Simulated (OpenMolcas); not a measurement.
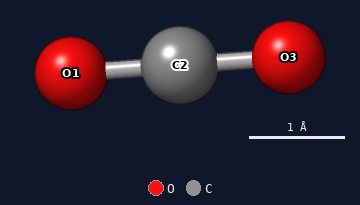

The structure as given in the input (ball-and-stick view, seen at a tilt; atoms are numbered from 1 in the order of the input).

CO2: excited-state calculation (part 1 of 4)

The run: excited-state calculation of CO2, SMILES O=C=O. Method and program: NEVPT2/ANO-RCC-VDZ, DKH2 (OpenMolcas 26.06).

The geometry comes from this level: PBE0-D4/def2-TZVP.

The program's output
```
--- Start Module: gateway ---

                                              &GATEWAY

                       available to each process: 1.9 GB of memory, 1 thread

++    Symmetry information:
      ---------------------

                    Character Table for C1

                             E
                    a        1  x, y, xy, Rz, z, xz, Ry, yz, Rx, I
--

++    Basis set information:
      ----------------------

      Basis set label: O.ANO-RCC...3S2P.

      Electronic valence basis set:
      ------------------
      Associated Effective Charge   8.000000 au
      Associated Actual Charge      8.000000 au
      Nuclear Model: Point charge

      Shell  nPrim  nBasis  Cartesian Spherical Contaminant
         s      14       3        X
         p       9       2        X

      Basis set label: C.ANO-RCC...3S2P.

      Electronic valence basis set:
      ------------------
      Associated Effective Charge   6.000000 au
      Associated Actual Charge      6.000000 au
      Nuclear Model: Point charge

      Shell  nPrim  nBasis  Cartesian Spherical Contaminant
         s      14       3        X
         p       9       2        X

      Basis set label: O.ANO-RCC...3S2P.

      Electronic valence basis set:
      ------------------
      Associated Effective Charge   8.000000 au
      Associated Actual Charge      8.000000 au
      Nuclear Model: Point charge

      Shell  nPrim  nBasis  Cartesian Spherical Contaminant
         s      14       3        X
         p       9       2        X
--

++    Molecular structure info:
      -------------------------

                    ************************************************
                    **** Cartesian Coordinates / bohr, angstrom ****
                    ************************************************

     Center  Label                x              y              z                     x              y              z
        1      O1               0.702260      -2.063392       0.166731              0.371620      -1.091900       0.088230
        2      C2               0.000227       0.000094       0.000132              0.000120       0.000050       0.000070
        3      O3              -0.702506       2.063297      -0.166844             -0.371750       1.091850      -0.088290

                    ***************************************
                    *    InterNuclear Distances / bohr    *
                    ***************************************

               1 O1            2 C2            3 O3
    1 O1       0.000000
    2 C2       2.185997        0.000000
    3 O3       4.371979        2.185983        0.000000

                    *******************************************
                    *    InterNuclear Distances / angstrom    *
                    *******************************************

               1 O1            2 C2            3 O3
    1 O1       0.000000
    2 C2       1.156780        0.000000
    3 O3       2.313552        1.156772        0.000000

                    **************************************
                    *    Valence Bond Angles / degree    *
                    **************************************
                          Atom centers                 Phi
                      1 O1       2 C2       3 O3       179.98
--

            Nuclear Potential Energy             58.55471184 au

--- Stop Module: gateway /rc=_RC_ALL_IS_WELL_ ---

--- Start Module: seward ---

                                              &SEWARD

                       available to each process: 1.9 GB of memory, 1 thread

               SEWARD will generate:
                  Multipole Moment integrals up to order  2
                  Kinetic Energy integrals
                  Nuclear Attraction integrals (point charge)
                  One-Electron Hamiltonian integrals
                  Velocity integrals
                  Relativistic Douglas-Kroll-Hess integrals:
                    - Parametrization         : EXP
                    - DKH order of Hamiltonian: 2
                    - DKH order of Properties : 0
                         - multipole moment operators
                         - electric potential operators
                         - contact operators
                  Orbital angular momentum around ( -0.0000  -0.0000  -0.0000 )
                  Velocity quadrupole around ( -0.0000  -0.0000  -0.0000 )
                  Atomic mean-field integrals
                  Two-Electron Repulsion integrals

                   Integrals are discarded if absolute value <: 1.00E-14
                   Integral cutoff threshold is set to       <: 1.00E-16

            Nuclear Potential Energy             58.55471184 au

      Basis set specifications :
      Symmetry species         a
      Basis functions           27

--- Stop Module: seward /rc=_RC_ALL_IS_WELL_ ---

--- Start Module: rasscf ---

                                              &RASSCF

                       available to each process: 1.9 GB of memory, 1 thread

      Header of the ONEINT file:
      --------------------------

      OrdInt status: non-squared

      Cartesian coordinates in angstrom:
      -----------------------------------------------------
      No.  Label        X            Y            Z
      -----------------------------------------------------
       1   O1         0.37162000  -1.09190000   0.08823000
       2   C2         0.00012000   0.00005000   0.00007000
       3   O3        -0.37175000   1.09185000  -0.08829000
      -----------------------------------------------------
      Nuclear repulsion energy =   58.55471184

++    Wave function specifications:
      -----------------------------

      Number of closed shell electrons          20
      Number of electrons in active shells       2
      Max number of holes in RAS1 space          0
      Max nr of electrons in RAS3 space          0
      Number of inactive orbitals               10
      Number of active orbitals                  2
      Number of secondary orbitals              15
      Spin quantum number                      0.0
      State symmetry                             1
--

++    Orbital specifications:
      -----------------------

      Symmetry species                           1
                                                 a
      Frozen orbitals                            0
      Inactive orbitals                         10
      Active orbitals                            2
      RAS1 orbitals                              0
      RAS2 orbitals                              2
      RAS3 orbitals                              0
      Secondary orbitals                        15
      Deleted orbitals                           0
      Number of basis functions                 27
--

++    CI expansion specifications:
      ----------------------------

      Number of CSFs                             3
      Number of spin combinations                3
      Number of determinants                     4
      Number of root(s) required                 3
      Root chosen for geometry opt.              3
      CI roots used                              1     2     3
      weights                                0.333 0.333 0.333
      highest root included in the CI            3
      max. size of the explicit Hamiltonian      3
--

++    Optimization specifications:
      ----------------------------

      RASSCF algorithm: Conventional
      Maximum number of macro iterations       200
      Maximum number of SX iterations          100
      Threshold for RASSCF energy            1.000E-08
      Threshold for max MO rotation          1.000E-01
      Threshold for max BLB element          1.000E-04
      Level shift parameter                  5.000E-01
      Make Quasi-Newton update
--

      The MO-coefficients are taken from the file:
      step2.RasOrb
      Title: RASSCF average (pseudo-natural) orbitals

      Total molecular charge    0.00

      ************************************************************************************************************************
      *                                            Wave function control section                                             *
      ************************************************************************************************************************

                                         RASSCF iterations: Energy and convergence statistics
                                         ----------------------------------------------------

          iter iter root      energy       change     param      element    value   shift minimum  type update hh:mm:ss
 Nr of preliminary CI iterations:   1
        1   1    3    0  -187.32781247    0.00E+00  -1.91E-05    7  21 1 -1.20E-05   0.19   0.00    SX    NO    0:00:00
        2   1    3    0  -187.32781247   -1.92E-10   2.04E-05    7  21 1  1.34E-05   0.19   0.00    SX    NO    0:00:00
        3   1    3    0  -187.32781247   -2.49E-11  -2.23E-05    7  21 1 -1.47E-05   0.19   0.00    SX    NO    0:00:00
        4   1    3    0  -187.32781247    2.85E-11   2.45E-05    7  21 1  1.61E-05   0.19   0.00    SX    NO    0:00:00
      Convergence after  4 iterations
        5   1    3    0  -187.32781247    6.81E-11   2.45E-05    7  21 1 -1.76E-05   0.19   0.00    SX    NO    0:00:00

      ************************************************************************************************************************
                                                      Wave function printout:
                       occupation of active orbitals, and spin coupling of open shells (u,d: Spin up or down)
      ************************************************************************************************************************

      Note: transformation to natural orbitals
      has been made, which may change the order of the CSFs.

      printout of CI-coefficients larger than  0.05 for root  1
      energy=    -187.671106
      conf/sym  11     Coeff  Weight
             1  20   0.47972 0.23013
             2  ud  -0.71453 0.51055
             3  02   0.50924 0.25932

      printout of CI-coefficients larger than  0.05 for root  2
      energy=    -187.377200
      conf/sym  11     Coeff  Weight
             1  20   0.70681 0.49957
             3  02  -0.70681 0.49957

      printout of CI-coefficients larger than  0.05 for root  3
      energy=    -186.935131
      conf/sym  11     Coeff  Weight
             1  20   0.51990 0.27030
             2  ud   0.69900 0.48860
             3  02   0.49102 0.24110

      Natural orbitals and occupation numbers for root  1
      sym 1:   0.000241   1.999759

      Natural orbitals and occupation numbers for root  2
      sym 1:   1.000000   1.000000

      Natural orbitals and occupation numbers for root  3
      sym 1:   1.999759   0.000241

      ************************************************************************************************************************
      *                                                    Final results                                                     *
      ************************************************************************************************************************

++    Final optimization conditions:
      ------------------------------

      Average CI energy                            -187.32781247
      RASSCF energy for state  3                   -186.93513124
      Super-CI energy                                -0.00000000
      RASSCF energy change                            0.00000000
      Max change in MO coefficients               2.671E-05
      Max non-diagonal density matrix element     2.448E-05
      Maximum BLB matrix element                 -1.762E-05
      (orbital pair   7,  21 in symmetry   1)
      Norm of electronic gradient            2.747E-01
--

      Final state energy(ies):
      ------------------------

::    RASSCF root number  1 Total energy:   -187.67110611
::    RASSCF root number  2 Total energy:   -187.37720007
::    RASSCF root number  3 Total energy:   -186.93513124

++    Molecular orbitals:
      -------------------

      Pseudonatural active orbitals and approximate occupation numbers

      Molecular orbitals for symmetry species 1: a

      Orbital                 1         2         3         4         5         6         7         8         9        10
      Energy           -20.7188  -20.7187  -11.3726   -1.5588   -1.5138   -0.8149   -0.7613   -0.7510   -0.6672   -0.6058
      Occ. No.           2.0000    2.0000    2.0000    2.0000    2.0000    2.0000    2.0000    2.0000    2.0000    2.0000

     1 O1     1s        -0.9804    0.1978   -0.0003    0.0107   -0.0134   -0.0206   -0.0186   -0.0000    0.0000   -0.0000
     2 O1     2s        -0.0015   -0.0008    0.0008   -0.5445    0.5737   -0.4670   -0.3701   -0.0000    0.0000   -0.0000
     3 O1     3s         0.0002   -0.0006    0.0000    0.0111   -0.0171   -0.0397   -0.0360   -0.0000    0.0000    0.0000
     4 O1     2px        0.0005   -0.0000   -0.0003    0.0483   -0.0407   -0.1444   -0.1642    0.1374    0.4337   -0.2010
     5 O1     3px       -0.0004    0.0001    0.0001   -0.0104    0.0157    0.0160    0.0216   -0.0140   -0.0263   -0.0034
     6 O1     2py       -0.0016    0.0001    0.0008   -0.1419    0.1196    0.4244    0.4829    0.0845    0.1353   -0.1234
     7 O1     3py        0.0011   -0.0003   -0.0004    0.0307   -0.0461   -0.0471   -0.0636   -0.0086   -0.0082   -0.0021
     8 O1     2pz        0.0001   -0.0000   -0.0001    0.0115   -0.0097   -0.0343   -0.0389    0.4664   -0.1523   -0.6821
     9 O1     3pz       -0.0001    0.0000    0.0000   -0.0025    0.0037    0.0038    0.0051   -0.0474    0.0092   -0.0115
    10 C2     1s        -0.0000    0.0000    0.9998    0.0776    0.0000   -0.0243    0.0000   -0.0000   -0.0000   -0.0000
    11 C2     2s        -0.0002    0.0003   -0.0005   -0.2694   -0.0001    0.4510   -0.0001    0.0002    0.0000   -0.0000
    12 C2     3s        -0.0002    0.0003   -0.0032    0.0903    0.0000   -0.0590    0.0000   -0.0000   -0.0000   -0.0000
    13 C2     2px        0.0006    0.0004   -0.0000    0.0000    0.0794   -0.0000    0.1023    0.1363    0.4546    0.0000
    14 C2     3px        0.0003    0.0002    0.0000   -0.0000   -0.0454    0.0000   -0.0483   -0.0101   -0.0249   -0.0000
    15 C2     2py       -0.0018   -0.0012    0.0000    0.0001   -0.2333   -0.0001   -0.3005    0.0838    0.1418   -0.0000
    16 C2     3py       -0.0010   -0.0006    0.0000   -0.0000    0.1334    0.0000    0.1418   -0.0062   -0.0078    0.0000
    17 C2     2pz        0.0001    0.0001   -0.0000    0.0000    0.0189   -0.0001    0.0243    0.4627   -0.1596    0.0000
    18 C2     3pz        0.0001    0.0001    0.0000   -0.0000   -0.0108    0.0000   -0.0115   -0.0342    0.0087   -0.0000
    19 O3     1s         0.1982    0.9803   -0.0003    0.0107    0.0134   -0.0206    0.0186   -0.0000    0.0000    0.0000
    20 O3     2s         0.0014    0.0011    0.0008   -0.5443   -0.5739   -0.4668    0.3703   -0.0000    0.0000    0.0000
    21 O3     3s         0.0005   -0.0004    0.0000    0.0111    0.0171   -0.0397    0.0361   -0.0000    0.0000   -0.0000
    22 O3     2px        0.0002    0.0005    0.0003   -0.0483   -0.0408    0.1444   -0.1646    0.1374    0.4337    0.2009
    23 O3     3px       -0.0001   -0.0004   -0.0001    0.0105    0.0157   -0.0160    0.0217   -0.0140   -0.0263    0.0034
    24 O3     2py       -0.0006   -0.0015   -0.0008    0.1419    0.1197   -0.4242    0.4830    0.0845    0.1354    0.1237
    25 O3     3py        0.0002    0.0011    0.0004   -0.0307   -0.0461    0.0471   -0.0636   -0.0086   -0.0082    0.0021
    26 O3     2pz        0.0000    0.0001    0.0001   -0.0115   -0.0097    0.0343   -0.0392    0.4663   -0.1523    0.6822
    27 O3     3pz       -0.0000   -0.0001   -0.0000    0.0025    0.0037   -0.0038    0.0051   -0.0474    0.0092    0.0115

      Orbital                11        12
      Energy            -0.1708   -0.1816
      Occ. No.           1.0000    1.0000

     1 O1     1s        -0.0000   -0.0000
     2 O1     2s        -0.0003   -0.0002
     3 O1     3s        -0.0001   -0.0000
     4 O1     2px        0.3221   -0.6021
     5 O1     3px        0.0069   -0.0583
     6 O1     2py        0.0593   -0.2277
     7 O1     3py       -0.0056   -0.0257
     8 O1     2pz       -0.6196   -0.2806
     9 O1     3pz       -0.0983   -0.0726
    10 C2     1s         0.0001    0.0001
    11 C2     2s         0.0007    0.0007
    12 C2     3s         0.0003    0.0003
    13 C2     2px        0.2323    0.2256
    14 C2     3px        0.0486    0.0472
    15 C2     2py        0.1428    0.1388
    16 C2     3py        0.0299    0.0290
    17 C2     2pz        0.7886    0.7659
    18 C2     3pz        0.1650    0.1602
    19 O3     1s        -0.0000   -0.0000
    20 O3     2s        -0.0002   -0.0003
    21 O3     3s        -0.0000   -0.0001
    22 O3     2px       -0.5925    0.3394
    23 O3     3px       -0.0580    0.0086
    24 O3     2py       -0.2258    0.0664
    25 O3     3py       -0.0259   -0.0048
    26 O3     2pz       -0.2986   -0.6112
    27 O3     3pz       -0.0755   -0.0961
--

      Von Neumann Entropy (Root   1) =  0.00174

      Mulliken population analysis for root number:  1
      -----------------------------------------------

++    Molecular charges:
      ------------------
```
